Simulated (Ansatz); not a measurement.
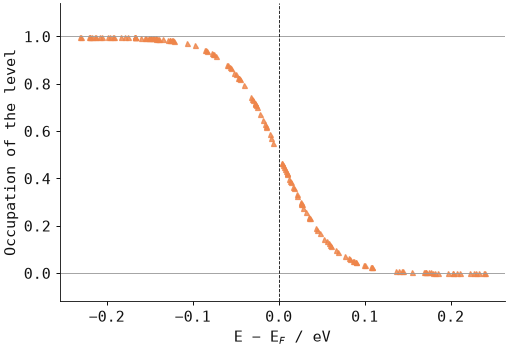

Occupations of the one-electron levels of the k mesh against their energy, from a run on PtAu$_{2}$O$_{3}$, space group Immm (No. 71), 6 atoms in the cell, NaPr2Se3-71 type type, with Ansatz.

### Which smearing scheme was used (Fermi-Dirac, Gaussian, Methfessel-Paxton or cold), and about what width?

Fermi-Dirac smearing with a width of 0.03 eV. The occupations stay between 0 and 1 and have long exponential tails; the slope at the Fermi level is 1/(4 × width).
